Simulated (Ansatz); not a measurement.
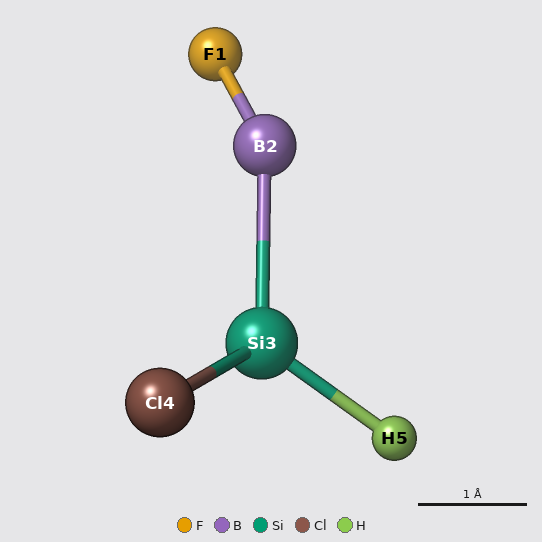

Source: calculation with Ansatz.

Atoms carry their numbers in the input. Geometry: a frame of the PBE0-D4/def2-SVP trajectory.

### Describe the coordination of atom 2.

B2 has 2 neighbours (F1 at 1.28, Si3 at 1.88 Å); the arrangement is bent.

### Which bond is the longest?

Si3–Cl4, 2.026 Å.

### What is the dihedral angle F1–B2–Si3–Cl4?

112° in size, that is anticlinal.
